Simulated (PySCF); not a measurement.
H4N2Si, SMILES `N#N.[SiH4]`.

Method: CAM-B3LYP/def2-SVP; geometry: GFN2-xTB; program: PySCF. The pair's geometry is semi-empirical, so its contact may be too short or too long. Without diffuse functions Rydberg states are missing, so the states' numbers hold for this basis only.

Input

```python
import numpy as np
from pyscf import gto, scf, dft, tdscf
from pyscf.scf import atom_ks, atom_hf
from scipy.linalg import block_diag

def solve(mol, dm0=None, hcore=None):
    mf = (dft.UKS if mol.spin else dft.RKS)(mol, xc='camb3lyp')
    mf.grids.level = 3
    mf = mf.density_fit(auxbasis='def2-universal-jkfit')
    mf.conv_tol, mf.max_cycle = 1e-8, 80
    if hcore is not None:
        mf.get_hcore = lambda *args: hcore
    mf.kernel(dm0)
    if not mf.converged:
        mf = mf.newton().run(mf.mo_coeff, mf.mo_occ, max_cycle=30)
    assert mf.converged, 'SCF not converged'
    return mf

mol = gto.M(atom='''
N     -2.29396     0.32336     0.00033
N     -1.47927    -0.41278    -0.00033
Si     1.46638     0.03327     0.00020
H      1.32933    -1.41861    -0.01367
H      0.83360     0.60491    -1.18948
H      2.88377     0.39179     0.00162
H      0.83658     0.58203     1.19879
''', basis='def2-svp', charge=0, spin=0, verbose=4)
mf = solve(mol)
td = mf.TDA()
td.nstates, td.singlet, td.conv_tol = 5, True, 1e-5
td.kernel()
td.analyze()
x, y = np.array([p[0] for p in td.xy]), np.array([p[1] + 0 * p[0] for p in td.xy])
f, mu = td.oscillator_strength(), td.transition_dipole()
nto = [td.get_nto(state=i + 1, verbose=4) for i in range(len(td.e))]
# spherically averaged free atoms, for the promolecule
atm = atom_ks.get_atm_nrks(mol, xc='camb3lyp')
pro = block_diag(*[(atm[a[0]][2] * atm[a[0]][3]) @ atm[a[0]][2].T for a in mol._atom])
np.savez('result.npz', e=td.e, f=f, ok=td.converged, w=[n[0] for n in nto], nto=[n[1] for n in nto], x=x, y=y, c=mf.mo_coeff, occ=mf.mo_occ, eps=mf.mo_energy, pro=pro, mu=mu)
```

Launched as:

```sh
OMP_NUM_THREADS=1 python input.py
```

The run took 75 s on 1 thread of AMD EPYC (Zen 3), with other jobs on the host, peak memory 0.41 GiB.

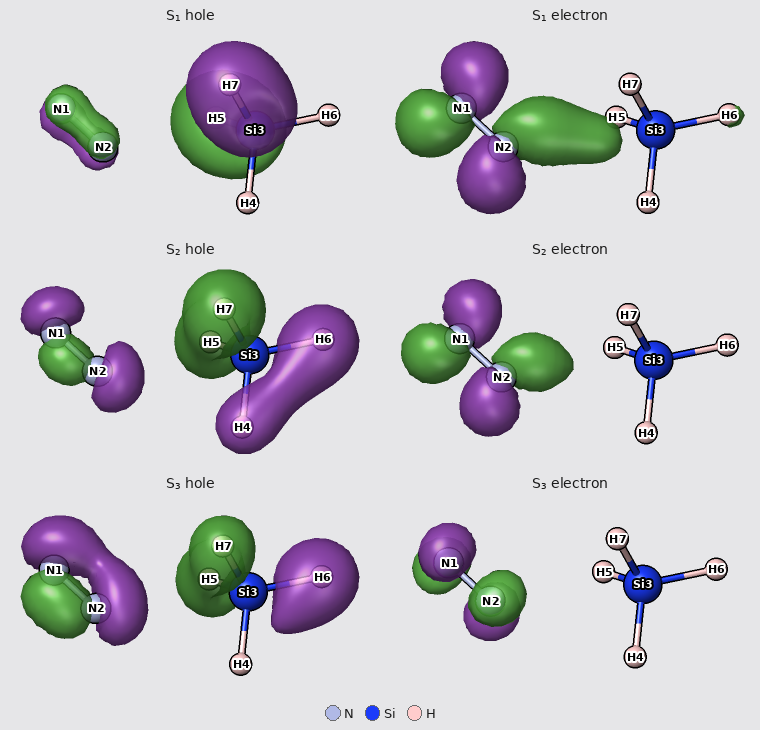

Leading natural transition orbitals (TDA singlet states).

**Describe these excited states.**

By state:
- S₁: 8.83 eV (140 nm), f = 0.002, charge transfer; the leading pair carries 97 %; hole on Si3 (38 %), H5 (26 %) and H7 (22 %), electron on N1 (42 %), N2 (40 %) and Si3 (10 %); their centroids lie 2.1 Å apart; S₂ lies within 0.1 eV of it.
- S₂: 8.91 eV (139 nm), f = 0.060; the leading pair carries 92 %; hole on Si3 (33 %), H7 (14 %) and H6 (12 %), electron on N1 (43 %), N2 (41 %) and Si3 (8 %); their centroids lie 2.2 Å apart; S₁ and S₃ lie within 0.1 eV of it.
- S₃: 9.00 eV (138 nm), f = 0.001 (very weak); the leading pair carries 95 %; hole on N1 and N2 (23 % each), Si3 (23 %) and H6 (13 %), electron on N1 (49 %) and N2 (48 %); their centroids lie 1.9 Å apart; S₂ and S₄ lie within 0.1 eV of it.
